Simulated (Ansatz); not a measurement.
Starting cell, NaCl (rock salt):

```
CELL_PARAMETERS angstrom
      0.00000     5.69553     5.69553
      2.84776     2.84776     5.69553
      2.84776     2.84776     0.00000
ATOMIC_POSITIONS crystal
  Cl 0.00000 0.00000 0.00000
  Cl 0.50000 0.00000 0.00000
  Na 0.00000 0.50000 0.50000
  Na 0.50000 0.50000 0.50000
```

A phonon eigenvector at X = (0.5, 0.5, 0.0) is frozen into this cell: atom i moves by Q times the vector below, so Q is the largest atomic displacement, in Å. The cell is held. (q is in reciprocal vectors of the primitive cell; the cell shown is doubled to hold the pattern.)

```tsv
atom	x	y	z
Cl1	0.000	0.000	-0.632
Cl2	0.000	0.000	0.632
Na3	0.000	0.000	-1.000
Na4	0.000	0.000	1.000
```

Level of theory: PBE (plane waves to 420 eV, PAW, scalar-relativistic; Ansatz, a first-principles code). k mesh 10×10×10 (Γ-centred), Fermi-Dirac smearing 0.05 eV. The energy includes the smearing's −TS. NaCl was relaxed with its symmetry unable to fall. The zero of ΔE is the undisplaced structure.

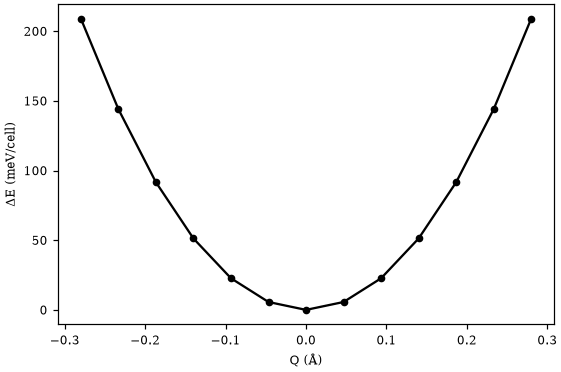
Figure. ΔE (meV/cell) against Q (Å); markers are the computed points, lines only join them.

Problem. What is the energy change at Q = 0.280 Å?

Solution. About 210 meV/cell.

Problem. What harmonic wavenumber does the curvature at Q = 0 give?

Solution. About 140 cm⁻¹.

(A displaced cell: forces are minus the slopes of the energy, force constants its curvatures, and phonons follow from these.)
